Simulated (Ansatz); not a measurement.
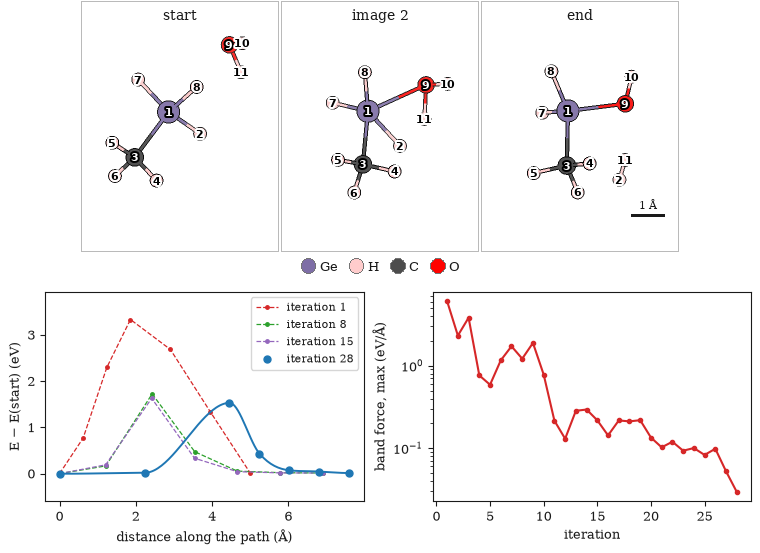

A nudged-elastic-band calculation for CH8GeO, made up at the start of CH6Ge and H2O. Images are numbered from 0 (start) to 6 (end). The plot follows the band through its iterations. A ball-and-stick model, seen from a free direction.

Level of theory: RKS LDA/def2-mTZVP (Ansatz 0.2.0). Run with 5 movable images; climbing image; force threshold 0.05 eV/Å; iteration limit 60; starting path through a guess of the saddle point.

### Judge this run.

The result is final at these settings. The band converged in 28 iterations. The largest component of the band force went from 6.1 to 0.029 eV/Å. The climbing image converged on the top of the path. Its vibrational analysis gives one imaginary mode (1077i cm⁻¹), as a transition state must have. The first iteration put the highest image at 3.33 eV. Forward barrier 1.53 eV, backward barrier 1.52 eV, with image 2 at the top; the reaction energy is +0.01 eV.

Limits of the set-up: the start holds two separate molecules, 2.4 Å apart at their closest, whose relative position is a soft coordinate and is computed without a dispersion correction.
